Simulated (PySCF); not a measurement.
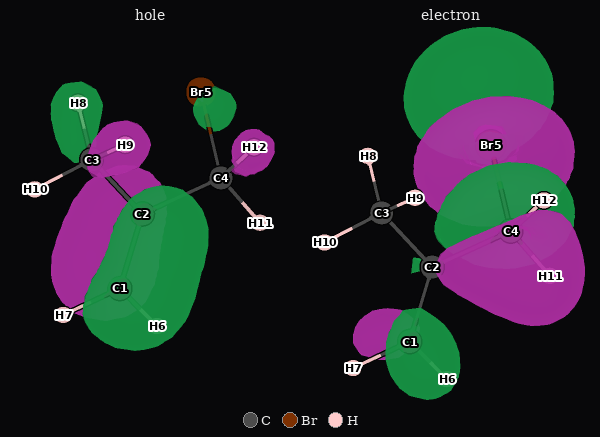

Figure 1: C$_{4}$H$_{7}$Br, SMILES `C=C(C)CBr`. Leading natural transition orbital pair of S₃ (TDA singlet states); the surfaces enclose about 70 % of each orbital's density.

Method: B3LYP/6-311G**; geometry: GFN2-xTB; program: PySCF. No frequency check shows the geometry to be a minimum. GFN2-xTB bond lengths at metals and heavier atoms can be off by up to 0.1 Å and shapes distorted, which carries into these values. Without diffuse functions Rydberg states are missing, so the states' numbers hold for this basis only.

Cartesian coordinates (Å):

```
C1       2.2708   -1.0571    0.4198
C2       1.5193   -0.1080   -0.1180
C3       1.8160    1.3525    0.0120
C4       0.2878   -0.4449   -0.8898
Br5     -1.3321    0.0191    0.1413
H6       2.0299   -2.1025    0.3233
H7       3.1622   -0.8226    0.9752
H8       0.9748    1.8657    0.4781
H9       1.9722    1.7965   -0.9714
H10      2.7036    1.5168    0.6158
H11      0.2065   -1.5096   -1.0995
H12      0.2098    0.1321   -1.8108
```

Question: Give its energy and the atoms that hole and electron lie on.

Answer: 6.17 eV (201 nm), f = 0.195 (bright); the leading pair carries 95 %; hole on C1 (38 %), C2 (29 %) and Br5 (9 %), electron on Br5 (45 %), C4 (28 %) and C1 (7 %); their centroids lie 1.9 Å apart. In canonical orbitals it is mainly HOMO → LUMO (46 %). The HOMO–LUMO gap is 6.31 eV.
